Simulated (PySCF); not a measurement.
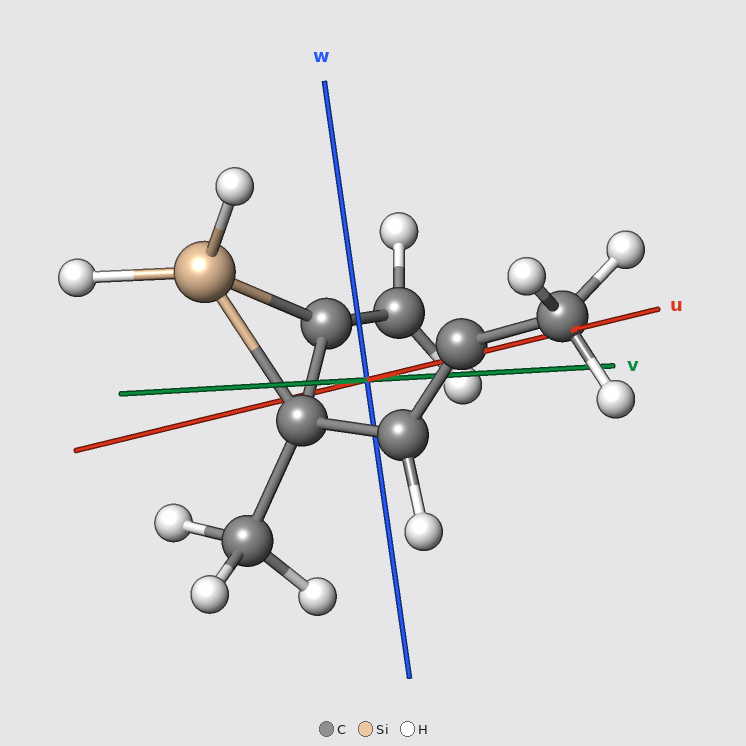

The lines u, v and w are the principal axes of the g tensor. State: neutral, doublet. The geometry was computed by an optimisation with GFN2-xTB. No frequency run is at hand to confirm it as a minimum. Method: UKS B3LYP, pcH-1 on C H Si, non-relativistic, mean-field spin-orbit, GIAO (PySCF 2.14.0).

Along which axis does g lie farthest from the free-electron value?

Along v: the shift is 653 ppm.

Give the principal values and shifts.

| axis | g | shift (ppm) |
| --- | --- | --- |
| u | 2.00173 | −588 |
| v | 2.00297 | 653 |
| w | 2.00211 | −214 |

The geometry is semi-empirical. Around Si such bond lengths and angles can be off by a tenth of an ångström or more and by several degrees, and values that hang on the shape move with them.
